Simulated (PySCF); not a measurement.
**C$_{5}$H$_{15}$NSn (Sn(NMe2)Me3): density, localisation and related maps**

Input file:

```
{"job": {"kind": "uv", "xc": "B3LYP", "basis": "def2-SVPD", "ip": false, "nstates": 10}, "charge": 0, "multiplicity": 1}
Sn    -0.072183    -0.004614    -0.765780
N     -0.298489     0.013869     1.279154
C      0.050552     1.204073     2.002658
C     -0.038636    -1.191341     2.015895
H     -0.507541     1.262838     2.959080
H     -0.211214     2.107220     1.427316
H      1.130826     1.280176     2.265555
H     -0.365765    -2.078555     1.449401
H      1.033106    -1.343606     2.281335
H     -0.600521    -1.198485     2.971654
C      2.013791    -0.080092    -1.321945
H      2.473482    -1.002990    -0.939856
H      2.548907     0.782202    -0.898628
H      2.120806    -0.059525    -2.416518
C     -0.989071     1.818251    -1.442906
H     -1.231281     1.749618    -2.513429
H     -0.314209     2.673119    -1.292938
H     -1.916923     1.992426    -0.879718
C     -1.108781    -1.761585    -1.442792
H     -1.275332    -1.704132    -2.528373
H     -2.082139    -1.836821    -0.937748
H     -0.523404    -2.667104    -1.228399
```

Launched as:

```sh
OMP_NUM_THREADS=1 python probes_run.py task.json out
```

Geometry: PBE0-D3(BJ)/def2-SVP; core potentials replace the inner electrons of Sn.

These are results of PySCF, B3LYP/def2-SVPD, SCF density, gas phase, scalar-relativistic core potentials on the heavy atoms, not measurements.

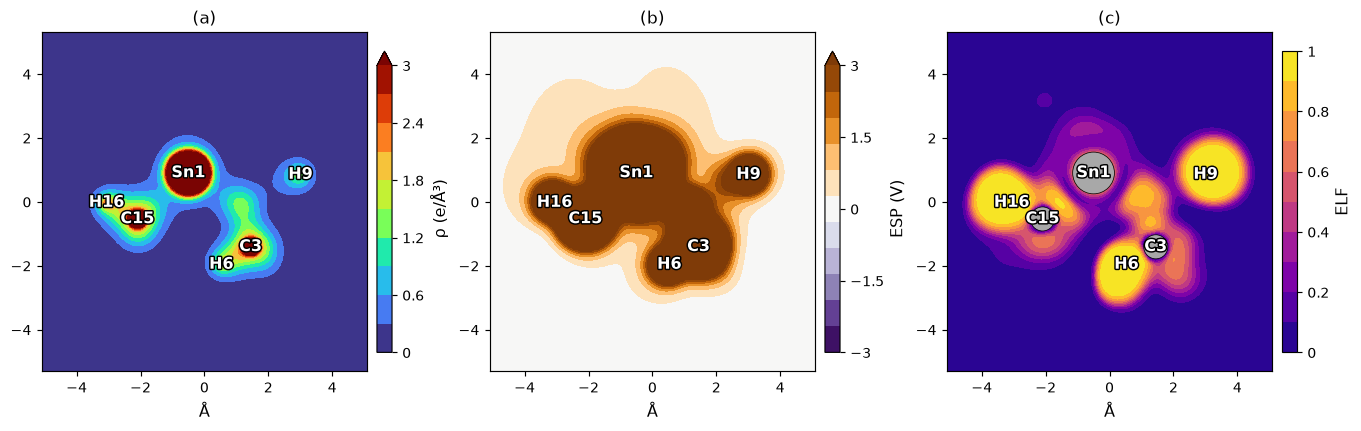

Figure 1. (a) electron density; (b) electrostatic potential; (c) electron localisation function on the plane of atoms Sn1, C15 and H16. Grey discs cover the atomic cores in the ELF map.

Q: What do the fields say about this system?

A: The section cuts through Sn, C and H sites.
C–Sn (2.15 Å): ρ at the midpoint is about 0.69 e/Å³; the ELF peaks at about 0.90 in the valence shell of C, 0.7 Å from its nucleus, and drops to about 0.15 between the two atoms.
C–H (1.10 Å): the density is about 1.9 e/Å³ at the midpoint; the ELF climbs to about 1 towards the hydrogen, as it does in any bond to H: a covalent bond by its length.
The potential has no marked negative region in this plane.

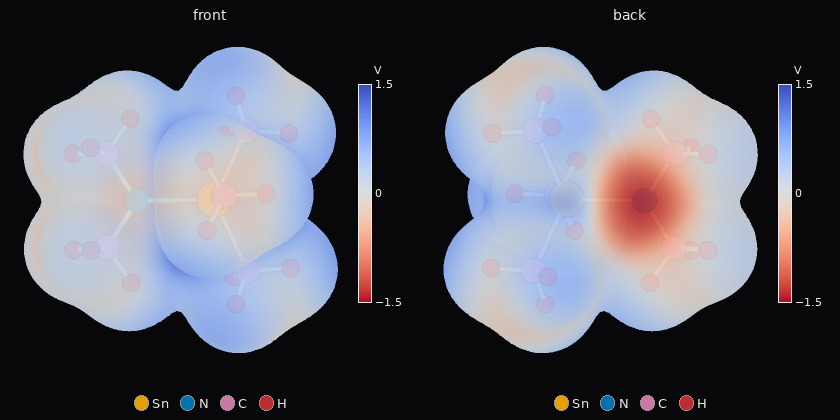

Figure 2. The electrostatic potential painted on the density surface at 0.002 e/bohr³, seen from the front and from behind; red is negative and blue positive.

Q: Where is the surface potential most negative and most positive?

A: The most negative region (about −1.3 V, or −30 kcal/mol for a unit charge) lies over N2, the most positive (about +1.3 V, or +30 kcal/mol for a unit charge) over Sn1. N2 is the likeliest acceptor of a hydrogen bond.
